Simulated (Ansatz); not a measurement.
**LiZrBr3 (built on the sites of a database entry of CsSnBr3): following an unstable mode**

Wanted: the energy along a soft mode of LiZrBr3 (built on the sites of a database entry of CsSnBr3) and the structure at the end.

Method: DFT PBEsol, scalar-relativistic, plane waves, norm-conserving pseudopotentials, in Ansatz 0.2.0.

The structure was built from a prototype and need not be the compound's stable phase.

**1. The starting structure**

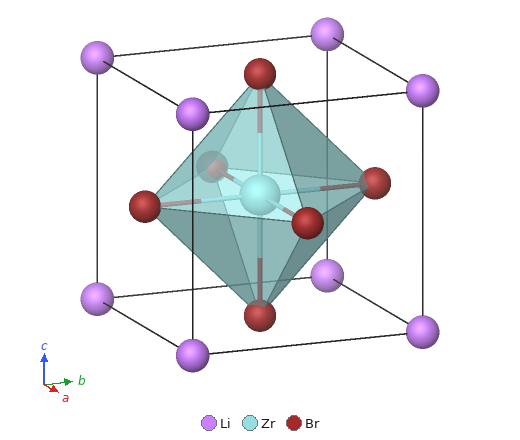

The starting structure, seen slightly off an axis (lithium purple, zirconium light teal, bromine red). Some periodic images of atoms are drawn too.

**2. Phonons on a q mesh**

The cell comes from relaxations at this level that are not shown. Stability and thermal properties need the whole zone. Linear response on a 2×2×2 q mesh gives force constants as far as a supercell of that size would.

The input, input.yaml:

```yaml
crystal:
  lattice:
    - [5.2880942881, 0.0, 0.0]
    - [0.0, 5.2880942881, 0.0]
    - [0.0, 0.0, 5.2880942881]
  atoms:
    - { symbol: Li, position: [0.0, 0.0, 0.0] }
    - { symbol: Zr, position: [0.5, 0.5, 0.5] }
    - { symbol: Br, position: [0.5, 0.0, 0.5] }
    - { symbol: Br, position: [0.5, 0.5, 0.0] }
    - { symbol: Br, position: [0.0, 0.5, 0.5] }
kpoints:
  mp_grid: { grid: [8, 8, 8] }
hamiltonian:
  xc: pbesol
  pseudopotentials: { kind: nc }
scf:
  occupations: { method: methfessel_paxton, width: 0.2 }
output:
  eigenvalues: true
phonons:
  method: dfpt
  qmesh: [2, 2, 2]
  temperatures: { t_max: 1000, t_step: 50 }
  qpath:
    path:
      - [[0.0, 0.0, 0.0], [0.0, 0.5, 0.0], [0.5, 0.5, 0.0], [0.0, 0.0, 0.0], [0.5, 0.5, 0.5], [0.0, 0.5, 0.0]]
      - [[0.5, 0.5, 0.5], [0.5, 0.5, 0.0]]
    npoints: 10
```

On the command line:

```sh
> ansatz run input.yaml --threads 4 --pin off --max-ram 14336MiB --backend cpu --events-out ev --progress --plain --runs-dir out
```

Numbers of over 12 decimals in the logs are rounded to 6 here.

Output:

```text
Engine: ansatz 0.2.0, aarch64-unknown-linux-gnu
Pseudopotentials: kind: nc
Pseudopotential: Li, nc, valence charge 3, recommended cutoff 1006.821291 eV (normal), Li.nc.azcp (PseudoDojo's, or run here from an input of PseudoDojo's: the run reads no file of this project's for it)
Pseudopotential: Zr, nc, valence charge 12, recommended cutoff 897.975746 eV (normal), Zr.nc.azcp (PseudoDojo's, or run here from an input of PseudoDojo's: the run reads no file of this project's for it)
Pseudopotential: Br, nc, valence charge 7, recommended cutoff 625.861884 eV (normal), Br.nc.azcp (PseudoDojo's, or run here from an input of PseudoDojo's: the run reads no file of this project's for it)
Functional definition: PBEsol
  exchange = pbesol_x
  correlation = pbesol_c
Crystal: 5 atoms, lattice volume = 147.876 Å³
Basis set: ecut = 1006.821291 eV, 10827 PW (Γ), exchange–correlation on 120×120×120 points (8 copies of the dense FFT grid, shifted against one another)
Bands: 23, of which v1, the nominal top of the filled ones, is band 18 counted from 1 (17 counted from 0)
Symmetry: 48 space group operations
k-points: 35 of 512
Non-local potential: Li, projectors of the file, l = 0: 2, l = 1: 2
Non-local potential: Zr, projectors of the file, l = 0: 2, l = 1: 2, l = 2: 2
Non-local potential: Br, projectors of the file, l = 0: 2, l = 1: 2, l = 2: 2
Initial density: superposition of atomic densities (chi_scale 0.1, normalization cell), built separately for each of the 2 bonded fragments (scf.initial_density.interfragment_charge_transfer: auto; true builds it for the cell as a whole; a typed value also counts as a typed key of the start: scf.initial_density.chi_scale says what that changes, if anything)
Initial wavefunctions: pseudopotential atomic-orbital guess
Functional: x = pbesol(κ = 0.804, μ = 0.123457), c = pbesol(β = 0.046)
SCF iter   1: F=—  HF=-2863.032445 eV  |F-HF|=—  |Δ(HF+E_count)|=         —  Δρ=6.32e-2  dr2=1.75e1  ethr=3.10e-3  ⟨swp⟩=6.3  Hψ=3957  notcnv=0
preconditioner: auto → Kerker (q_TF=auto, 2.156 Å⁻¹)  [metal: Δε(μ)=0.112 eV  Ē_g=7.609 eV  σ=0.200 eV  W_gap=0.43  n_scr=26 (ndim 8)  ℏωp=15.6 eV  f_vac=0.000  D(μ)=2.99/eV (n_scr^D=18)]
SCF iter   2: F=—  HF=-2859.622490 eV  |F-HF|=—  |Δ(HF+E_count)|=    3.41e0  S|Δr|=    0.00e0  Δρ=1.82e-2  dr2=2.36e0  ethr=3.10e-3  ⟨swp⟩=7.4  Hψ=7279  notcnv=0
automatic band count: the SCF goes on with 28 bands, as 23 were too few: they end inside the smearing window of the response
preconditioner: auto → Resta (q_TF=auto, 2.156 Å⁻¹)  ε∞=4.2  [insulator: Δε(μ)=0.134 eV  Ē_g=7.638 eV  σ=0.200 eV  W_gap=0.51  n_scr=26 (ndim 8)  ℏωp=13.7 eV  f_vac=0.000  D(μ)=1.27/eV (n_scr^D=6)  ε∞_Penn≈4.2]
SCF iter   3: F=—  HF=-2858.967868 eV  |F-HF|=—  |Δ(HF+E_count)|=   6.55e-1  S|Δr|=    0.00e0  Δρ=7.79e-3  dr2=5.12e-1  ethr=3.10e-3  ⟨swp⟩=3.0  Hψ=1718  notcnv=0  defer=69
SCF iter   4: F=—  HF=-2858.845625 eV  |F-HF|=—  |Δ(HF+E_count)|=   1.22e-1  S|Δr|=    0.00e0  Δρ=5.11e-3  dr2=1.09e-1  ethr=1.42e-3  ⟨swp⟩=3.0  Hψ=1657  notcnv=0  defer=69
SCF iter   5: F=—  HF=-2858.824085 eV  |F-HF|=—  |Δ(HF+E_count)|=   2.15e-2  S|Δr|=    0.00e0  Δρ=1.11e-3  dr2=8.16e-3  ethr=3.03e-4  ⟨swp⟩=1.4  Hψ=1302  notcnv=0  defer=64
SCF iter   6: F=—  HF=-2858.822608 eV  |F-HF|=—  |Δ(HF+E_count)|=   1.48e-3  S|Δr|=    0.00e0  Δρ=3.49e-4  dr2=7.38e-4  ethr=2.27e-5  ⟨swp⟩=2.5  Hψ=1350  notcnv=0  defer=64
SCF iter   7: F=—  HF=-2858.822540 eV  |F-HF|=—  |Δ(HF+E_count)|=   6.80e-5  S|Δr|=    0.00e0  Δρ=1.25e-4  dr2=8.45e-5  ethr=2.05e-6  ⟨swp⟩=1.7  Hψ=1070  notcnv=0  defer=64
SCF iter   8: F=—  HF=-2858.822526 eV  |F-HF|=—  |Δ(HF+E_count)|=   1.39e-5  S|Δr|=    0.00e0  Δρ=2.83e-5  dr2=3.98e-6  ethr=2.35e-7  ⟨swp⟩=1.8  Hψ=997  notcnv=0  defer=64
SCF iter   9: F=—  HF=-2858.822530 eV  |F-HF|=—  |Δ(HF+E_count)|=   3.98e-6  S|Δr|=    0.00e0  Δρ=1.19e-5  dr2=9.36e-7  ethr=1.11e-8  ⟨swp⟩=2.5  Hψ=1394  notcnv=0  defer=64
SCF iter  10: F=—  HF=-2858.822464 eV  |F-HF|=—  |Δ(HF+E_count)|=   6.65e-5  S|Δr|=    0.00e0  Δρ=2.39e-6  dr2=3.37e-8  ethr=2.60e-9  ⟨swp⟩=2.2  Hψ=1254  notcnv=0  defer=64
SCF iter  11: F=—  HF=-2858.822464 eV  |F-HF|=—  |Δ(HF+E_count)|=   2.23e-9  S|Δr|=    0.00e0  Δρ=5.54e-7  dr2=7.82e-10  ethr=9.37e-11  ⟨swp⟩=2.6  Hψ=1471  notcnv=0  defer=64
SCF iter  12: F=—  HF=-2858.822464 eV  |F-HF|=—  |Δ(HF+E_count)|=  1.32e-11  S|Δr|=    0.00e0  Δρ=1.19e-7  dr2=1.47e-11  ethr=2.17e-12  ⟨swp⟩=2.2  Hψ=1457  notcnv=0  defer=64
SCF iter  13: F=-2858.822464 eV  HF=-2858.822464 eV  |F-HF|=1.36e-12  |Δ(HF+E_count)|=  6.37e-12  S|Δr|=    0.00e0  Δρ=1.45e-8  dr2=2.00e-13  ethr=1.00e-12  ⟨swp⟩=15.0  Hψ=6201  notcnv=0
SCF 1 converged in 13 iterations: F = -2858.822464 eV  dr2 = 2.00e-13
Initial density: read from a saved state, or passed on in memory by an earlier SCF of this step, an earlier step, the calling program or the single point that the run made first
iter 1 solved again at ethr=2.28e-7 eV; its pass at ethr=3.10e-3 eV (dr2=8.21e-5 eV) is discarded
SCF iter   1: F=—  HF=-2858.822529 eV  |F-HF|=—  |Δ(HF+E_count)|=         —  Δρ=1.20e-6  dr2=1.34e-9  ethr=2.28e-7  ⟨swp⟩=4.5  Hψ=7252  notcnv=0
eigensolver tolerance schedule: the retry pair's looser diagonalisation over-reported the residual by 61415.83 of it (diagonalisation noise at an unbounded share of the residual, at the tolerance the schedule requests for it); recorded, not acted on — ethr = c·dr2/N_el stays at c = 1.0e-1
preconditioner: auto → LDOS  [metal: Δε(μ)=0.020 eV  Ē_g=6.180 eV  σ=0.200 eV  W_gap=0.09  n_scr=26 (ndim 8)  ℏωp=13.7 eV  f_vac=0.072  D(μ)=2.74/eV (n_scr^D=18)  β→1.0]
SCF iter   2: F=—  HF=-2858.822464 eV  |F-HF|=—  |Δ(HF+E_count)|=   6.49e-5  S|Δr|=    0.00e0  Δρ=1.26e-6  dr2=1.68e-9  ethr=3.71e-12  ⟨swp⟩=4.4  Hψ=2709  notcnv=0
SCF iter   3: F=—  HF=-2858.822464 eV  |F-HF|=—  |Δ(HF+E_count)|=  4.26e-10  S|Δr|=    0.00e0  Δρ=6.11e-7  dr2=3.57e-10  ethr=3.71e-12  ⟨swp⟩=2.8  Hψ=1305  notcnv=0
SCF iter   4: F=—  HF=-2858.822464 eV  |F-HF|=—  |Δ(HF+E_count)|=  4.68e-11  S|Δr|=    0.00e0  Δρ=4.32e-7  dr2=1.81e-10  ethr=1.00e-12  ⟨swp⟩=1.0  Hψ=805  notcnv=0
SCF iter   5: F=—  HF=-2858.822464 eV  |F-HF|=—  |Δ(HF+E_count)|=  3.18e-11  S|Δr|=    0.00e0  Δρ=2.65e-7  dr2=6.94e-11  ethr=1.00e-12  ⟨swp⟩=1.0  Hψ=805  notcnv=0
SCF iter   6: F=-2858.822464 eV  HF=-2858.822464 eV  |F-HF|=5.00e-12  |Δ(HF+E_count)|=  1.46e-11  S|Δr|=    0.00e0  Δρ=9.81e-8  dr2=8.33e-12  ethr=1.00e-12  ⟨swp⟩=2.8  Hψ=2285  notcnv=0
SCF 2 converged in 6 iterations: F = -2858.822464 eV  dr2 = 8.33e-12
phonons: the bands overlap, so this run is a metal and interpolates without the dipole-dipole term. If the crystal is really an insulator or semiconductor, its LO-TO splitting is missing
NSCF: frozen V_eff on 35 k-points
NSCF: frozen V_eff on 125 k-points
DFPT response loops at q = (0, 0, 0) (fractional): preconditioner auto → Kerker (q_TF=auto, 2.156 Å⁻¹) (partly filled bands, converged f_vac=0.072); β = 1.00, the filter's whole step (`scf.mixing.beta` (0.50) is not read by the response loops under this deck's `scf.mixing.preconditioner`; to damp them name `kerker` or `kerker_dos`, under which they read `scf.mixing.beta`, and type it under 1.00, their step now; both keys bind the ground state too); Broyden in place of MSR1
NSCF: frozen V_eff on 250 k-points
DFPT response loops at q = (0, 0, -0.5) (fractional): mixed as the last ones told, above
NSCF: frozen V_eff on 250 k-points
DFPT response loops at q = (0, -0.5, -0.5) (fractional): mixed as the last ones told, above
NSCF: frozen V_eff on 250 k-points
DFPT response loops at q = (-0.5, -0.5, -0.5) (fractional): mixed as the last ones told, above
SCF converged after 13 iterations
Stability not checked: this state was not tested for a lower state beside it, because cold or Methfessel-Paxton smearing, or corrected tetrahedra, fill the levels in a way that the test cannot read (fill_not_monotonic; see scf.lower_state_search)
Free energy (F): -2858.822464 eV
Harris-Foulkes:  -2858.822464 eV  (|F-HF|=1.36e-12)
Internal energy: -2858.825209 eV  (E = F + TS)
E sigma→0 (E₀):  -2858.823150 eV
Entropy (-TS):   0.002745 eV (0.549 meV/atom)
Fermi energy:    6.405806 eV
--- Per-component energies (eV) ---
  E_band       = -341.928621
  E_kinetic    = 894.248781
  E_local      = -2309.315969  (includes V_loc(G=0)·N_el)
  E_nonlocal   = 202.112014
  E_hartree    = 727.083660
  E_xc         = -736.496988
  E_vxc        = -583.140757  (∫ρ·V_xc dr)
  E_ewald      = -1636.456707
  E_smearing   = 0.002745  (= −TS)
  E_closure    = 0.000000  (closes the sum)
  Σ components = -2858.822464   (vs F -2858.822464, Δ=0.00e0)
--- Band table (eV; the first three rows and the last of 35) ---
  k-point 0: bands = [... 14 lower, 2.1258, 2.1258, 2.1258, 5.4461, 5.4461, 5.4461, 5.7986, 7.1238, ... 6 higher]
  k-point 1: bands = [... 14 lower, 1.8303, 2.0783, 2.0783, 5.4547, 5.6727, 5.6727, 5.9764, 7.1250, ... 6 higher]
  k-point 2: bands = [... 14 lower, 1.6714, 2.0357, 2.0357, 5.4757, 6.2170, 6.2170, 6.4135, 7.1279, ... 6 higher]
  k-point 34: bands = [... 14 lower, 2.6293, 2.6293, 2.6293, 6.4908, 7.7688, 7.7688, 7.7688, 9.7569, ... 6 higher]
--- Phonons (Γ-DFPT): 4 representative perturbations + reference (Σ response iterations 12) ---
  ASR residual: 6.726e-5 → 0.000e0 eV/Å²; symmetrization residual: 1.142e-6 eV/Å²
  ASR residual per site (eV/Å²): 7.85e-6 6.73e-5 4.90e-6 4.90e-6 4.90e-6
  Γ frequencies (cm⁻¹): -154.02 -154.02 -154.02 0.00 0.00 0.00 39.02 39.02 39.02 86.04 86.04 86.04 253.80 253.80 253.80
--- Phonons (arbitrary-q DFPT): 4 irreducible q on the 2×2×2 mesh ---
  q = [0.0000, 0.0000, 0.0000] (star 1, of the zone-centre solve; hermiticity 2.10e-7, symmetrization 1.64e-14): -154.02 -154.02 -154.02 -0.00 -0.00 0.00 39.02 39.02 39.02 86.04 86.04 86.04 253.80 253.80 253.80
  q = [0.0000, 0.0000, -0.5000] (star 3, 9 solved perturbations in 975 linear systems a pass and spin channel, the states on 125 of 512 k-point pairs; hermiticity 1.00e-7, symmetrization 3.00e-13, the responses' own estimated error 2.5e-5 eV/Å²): -149.49 -149.49 -116.96 -5.86 -5.86 38.12 38.12 45.89 62.48 70.93 70.93 125.97 212.82 249.07 249.07
  q = [0.0000, -0.5000, -0.5000] (star 3, 9 solved perturbations in 975 linear systems a pass and spin channel, the states on 125 of 512 k-point pairs; hermiticity 1.22e-7, symmetrization 3.61e-14, the responses' own estimated error 3.0e-5 eV/Å²): -144.75 -136.09 -136.09 -46.19 27.28 27.28 39.45 60.75 60.75 84.01 127.12 127.12 211.47 216.63 243.57
  q = [-0.5000, -0.5000, -0.5000] (star 1, 4 solved perturbations in 350 linear systems a pass and spin channel, the states on 125 of 512 k-point pairs; hermiticity 1.93e-7, symmetrization 2.23e-13, the responses' own estimated error 3.2e-5 eV/Å²): -150.97 -150.97 -150.97 -49.02 -49.02 -49.02 85.09 85.09 85.09 120.31 120.31 120.31 213.67 213.67 219.63
  sum rule: each row above includes the acoustic sum rule's correction from the zone centre's row sums; it moved no ω² by more than (0.55 cm⁻¹)²
  mesh force constants: q→R imaginary residual 1.00e-18; ASR residual 6.726e-5 → 0.000e0 eV/Å²; symmetrization residual 8.882e-15 eV/Å²
  interpolated dispersion: 62 rows × 15 modes
  density of states and harmonic sums: on the 12×12×12 q-mesh, interpolated from the force constants of a 2×2×2 supercell (no non-analytic term)
  largest difference from the sums on the solved wave vectors: F 1.16e-1 eV, S 1.43e-4 and C_V 2.71e-5 eV/K
  zero-point energy: 0.074656 eV/cell   skipped modes (ω ≤ 0): 393, of them read as no rigid motion or as one in doubt: 390 (4.559e0 modes/cell left out, lowest -154.02 cm⁻¹)   left out of the sums: 3.04e-1 of the cell's modes: C_V's classical limit lies that fraction below 3 k_B per atom; for a crystal, a wire or a layer, F and S can be off by more, and a phonons.interpolated_qmesh denser along its periods is the remedy for the sampling
```

Elapsed: 12 min, on 4 threads of Arm Neoverse V1, shared host; peak memory 3.7 GiB.

Reading the cycles: dr2 is the Hartree energy of the density residual (eV), the measure of convergence; HF is the Harris–Foulkes estimate of the energy, which meets the free energy F at convergence.

Numbers from this step:

| Property | Result |
| --- | --- |
| volume per atom | 29.58 Å³ |
| gap on the k-mesh | 0 eV |
| sum-rule residual before enforcement | 6.73e-5 eV/Å² |
| lowest frequency on the path | -154.0 cm⁻¹ |
| point group | m-3m |
| highest frequency on the path or at a solved wavevector | 253.8 cm⁻¹ |
| highest optical mode at the zone centre (no LO-TO term) | 253.8 cm⁻¹ |
| lowest optical zone-centre mode | -154.0 cm⁻¹ |
| lowest mode on the q mesh (acoustic modes at Γ apart) | -154.0 cm⁻¹ |

Frequencies (cm⁻¹) solved at each irreducible wavevector; negative means imaginary. Frequencies by wavevector, by row:

```
q in reciprocal lattice units  star  mode 1  mode 2  mode 3  mode 4  mode 13  mode 14  mode 15
                        0 0 0     1    -154    -154    -154       0    253.8    253.8    253.8
                     0 0 -0.5     3  -149.5  -149.5    -117    -5.9    212.8    249.1    249.1
                  0 -0.5 -0.5     3  -144.8  -136.1  -136.1   -46.2    211.5    216.6    243.6
               -0.5 -0.5 -0.5     1    -151    -151    -151     -49    213.7    213.7    219.6
```

Interpolated from a 2×2×2 q mesh. Phonon branches along the path, in cm⁻¹:

```
    point  branch 1  branch 2  branch 3  branch 4  branch 12  branch 13  branch 14  branch 15
        Γ      -154      -154      -154         0         86        254        254        254
        X      -150      -150      -117        -6        126        213        249        249
        M      -145      -136      -136       -46        127        212        217        244
        Γ      -154      -154      -154         0         86        254        254        254
        R      -151      -151      -151       -49        120        214        214        220
        X      -150      -150      -117        -6        126        213        249        249
jump to R      -151      -151      -151       -49        120        214        214        220
        M      -145      -136      -136       -46        127        212        217        244
```

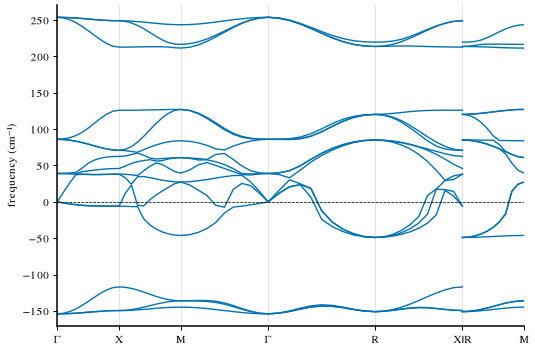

Phonon branches along the path.

Symmetry leaves 4 wavevectors to solve. The lowest mode among them, the acoustic zeros apart, lies at Γ and is imaginary, 154.0i cm⁻¹, so the energy falls along it.

**3. The mode frozen in, largest atomic shift 0 Å**

The mode followed lies at Γ with frequency 154.0i cm⁻¹ and is 3-fold degenerate, the softest among the wavevectors solved. At small amplitude the distorted cell has space group no. 38 by a symmetry search on the positions. The undistorted cell that holds it gives the zero of energy on the same k mesh.

input.yaml, the sections that differ from step 2:

```yaml
output:
  forces: true
  stress: true
  eigenvalues: true
# crystal, kpoints, hamiltonian, scf: as in step 2
# phonons: removed
```

Output:

```text
[...]
Crystal: 5 atoms, lattice volume = 147.876 Å³
Basis set: ecut = 1006.821291 eV, 10827 PW (Γ), exchange–correlation on 120×120×120 points (8 copies of the dense FFT grid, shifted against one another)
Bands: 23, of which v1, the nominal top of the filled ones, is band 18 counted from 1 (17 counted from 0)
Symmetry: 48 space group operations
[...]
k-points: 35 of 512
[...]
k-point 0: bands = [... 14 lower, 2.1259, 2.1259, 2.1259, 5.4462, 5.4462, 5.4462, 5.7986, 7.1239, ... 1 higher]
  k-point 1: bands = [... 14 lower, 1.8303, 2.0784, 2.0784, 5.4548, 5.6728, 5.6728, 5.9764, 7.1251, ... 1 higher]
  k-point 2: bands = [... 14 lower, 1.6714, 2.0357, 2.0357, 5.4757, 6.2171, 6.2171, 6.4135, 7.1280, ... 1 higher]
  k-point 34: bands = [... 14 lower, 2.6294, 2.6294, 2.6294, 6.4908, 7.7688, 7.7688, 7.7688, 9.7569, ... 1 higher]
[key lines of the parts left out:]
SCF converged after 12 iterations
Free energy (F): -2858.822464 eV
Fermi energy:    6.405871 eV
P = ⅓ Tr σ = 0.0091 GPa (0.091 kbar)
```

The job ended after 7.3 s (4 threads; peak memory 0.83 GiB; 28 s of CPU time).

This step gave:

```yaml
pressure: 0.009070 GPa
energy_from_the_undistorted_cell: 0 meV/atom
```

The run ends at a pressure of 0.01 GPa.

**4. The mode frozen in, largest atomic shift 0.6 Å**

The atoms are moved along the unstable eigenvector, the largest shift by 0.6 Å, with the cell fixed.

input.yaml, the sections that differ from step 3:

```yaml
crystal:
  lattice:
    - [5.2880942881, 0.0, 0.0]
    - [0.0, 5.2880942881, 0.0]
    - [0.0, 0.0, 5.2880942881]
  atoms:
    - { symbol: Li, position: [0.0, 0.0802300499, 0.0802300499] }
    - { symbol: Zr, position: [0.5, 0.4993991988, 0.4993991988] }
    - { symbol: Br, position: [0.5, -0.0007671586, 0.4972423707] }
    - { symbol: Br, position: [0.5, 0.4972423707, -0.0007671586] }
    - { symbol: Br, position: [0.0, 0.4972423707, 0.4972423707] }
# kpoints, hamiltonian, scf, output: as in step 3
```

Output:

```text
[...]
Crystal: 5 atoms, lattice volume = 147.876 Å³
Basis set: ecut = 1006.821291 eV, 10827 PW (Γ), exchange–correlation on 120×120×120 points (8 copies of the dense FFT grid, shifted against one another)
Bands: 23, of which v1, the nominal top of the filled ones, is band 18 counted from 1 (17 counted from 0)
Symmetry: 4 space group operations
[...]
k-point 0: bands = [... 14 lower, 2.0791, 2.0875, 2.1050, 5.4096, 5.4458, 5.4487, 5.9234, 7.1240, ... 6 higher]
  k-point 1: bands = [... 14 lower, 1.8106, 2.0317, 2.0362, 5.4363, 5.6579, 5.6712, 6.0980, 7.1276, ... 6 higher]
  k-point 2: bands = [... 14 lower, 1.6167, 1.9717, 1.9892, 5.4594, 6.2031, 6.2137, 6.5275, 7.1306, ... 6 higher]
  k-point 104: bands = [... 14 lower, 2.5373, 2.5820, 2.6180, 6.6306, 7.7662, 7.7817, 7.7971, 9.4061, ... 6 higher]
[key lines of the parts left out:]
SCF converged after 11 iterations
Free energy (F): -2858.932815 eV
Fermi energy:    6.413288 eV
P = ⅓ Tr σ = 0.0731 GPa (0.731 kbar)
```

Elapsed: 41 s, on 4 threads; peak memory 1.3 GiB; 2.7 min of CPU time.

Numbers from this step:

```
pressure                         : 0.07310 GPa
energy from the undistorted cell : -22.16 meV/atom
```

The energy, extrapolated to zero smearing, is -22.16 meV/atom against the undistorted cell.

The run ends at a pressure of 0.07 GPa, with forces up to 0.35 eV/Å.

(Continued in part 2 of 3.)

[Logs are printed without paths, hosts, clocks, repeated set-up lines and the standing remarks that a program may print on its own settings, such as how far it seeks lower states.]

[Hosts, paths, dates, database ids (printed as entryN), source tags and the programs' standing remarks are cut or masked in the printed files.]
